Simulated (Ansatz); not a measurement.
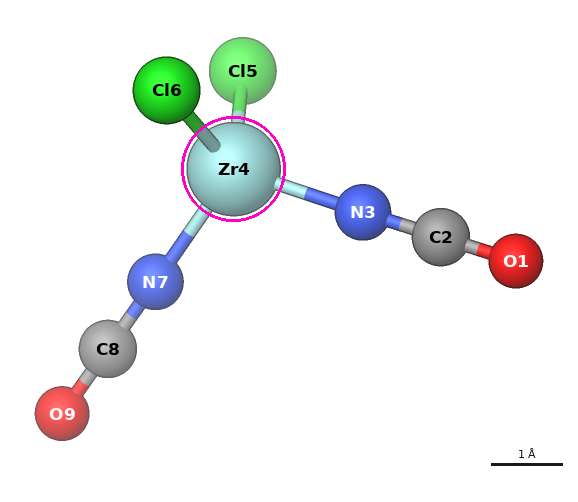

(Drawn from a calculation with Ansatz.)

Orthographic view. Depth is shown by fading: the farther an atom, the more it takes the colour of the background. Charge +1, doublet. Geometry: the geometry of the neutral molecule. Other spin states may lie lower.

### Name the neighbours of the circled atom.

The circled atom is Zr4; it is bonded to N3, Cl5, Cl6, N7.

### Which two atoms are farthest apart in space?

O1 and O9, 7.14 Å.

### Which atom is nearest the viewer?

Cl6, 1.8 Å in front of the mean position.

### What is the shortest path along bonds from the circled atom to O9?

Zr4–N7–C8–O9, 3 bonds; through space the two are 4.37 Å apart.
